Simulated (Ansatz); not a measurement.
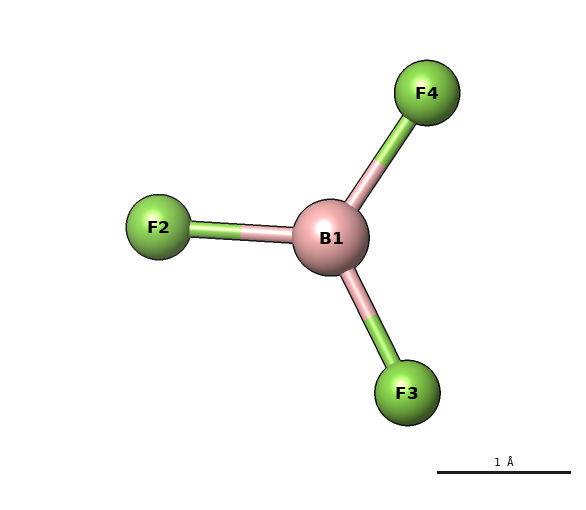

Simulated data, not a measurement (program: Ansatz).

Geometry: a fixed input geometry, not necessarily a minimum.

Q: Describe the coordination of atom 1.

A: B1 has 3 neighbours (F2 at 1.31, F3 at 1.31, F4 at 1.31 Å); the arrangement is trigonal planar.
